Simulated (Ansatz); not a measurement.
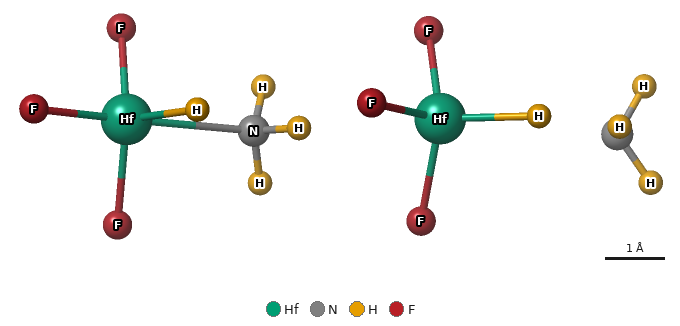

Two geometries of HfNH$_{4}$F$_{3}$, drawn at one scale. One is the start of a relaxation, the other its converged end. Style: ball-and-stick. Shown at a tilt.

These are results of RKS PBE-D4/def2-SVP (Ansatz), not measurements. Set-up: no spin polarisation; force threshold 0.03 eV/Å; at most 50 steps.

Q: Which one is relaxed?

A: The left one is the relaxed one. The run prepares an end point of a later path (reaction) calculation, from a guessed geometry. An H atom moves most after the best rigid fit: 0.86 Å. By element the largest moves are H 0.86 Å, F 0.63 Å, N 0.49 Å, Hf 0.46 Å. Among the contacts that change: H–Hf 4.139 → 3.008 Å, H–Hf 4.024 → 3.007 Å, Hf–N 3.391 → 2.455 Å, H–Hf 3.102 → 2.980 Å. New bonds form, among them: Hf–N (3.39 → 2.45 Å). Among the angles between lasting bonds that change: F–Hf–H 103.3° → 95.5°, F–Hf–F 107.7° → 102.8°, F–Hf–H 109.4° → 114.0°. Over 8 geometry steps the energy falls by 18.8 kcal/mol. Largest force component: 0.66 eV/Å at the start, 0.016 eV/Å at the end. Cost: 27 s on 2 threads of Arm Neoverse V1, with other jobs on the host, peak memory 0.21 GiB.
